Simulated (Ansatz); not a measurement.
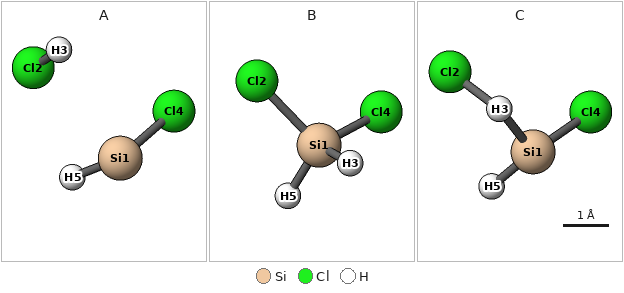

3 geometries from a converged minimum-energy path of SiH2Cl2, shuffled. A ball-and-stick model, seen at a tilt.

These are results of RKS revPBE/def2-SVP (Ansatz), not measurements. Settings: 5 movable images; climbing image; force threshold 0.05 eV/Å; iteration limit 60; starting path through a guess of the saddle point.

One of them is the converged climbing image. Which?

C. In order along the path, whose images run from 0 to 6: B (image 0, 0.0 kJ/mol), C (image 3, +257.7 kJ/mol), A (image 6, +244.6 kJ/mol). Breaking: Si1–Cl2 (2.08 → 2.68 at the top → 2.90 Å), Si1–H3 (1.50 → 1.72 at the top → 3.26 Å). Forming: Cl2–H3 (2.92 → 1.51 at the top → 1.30 Å).

Cost: 60 s on 1 thread of Arm Neoverse V2, with other jobs on the host, peak memory 0.11 GiB.
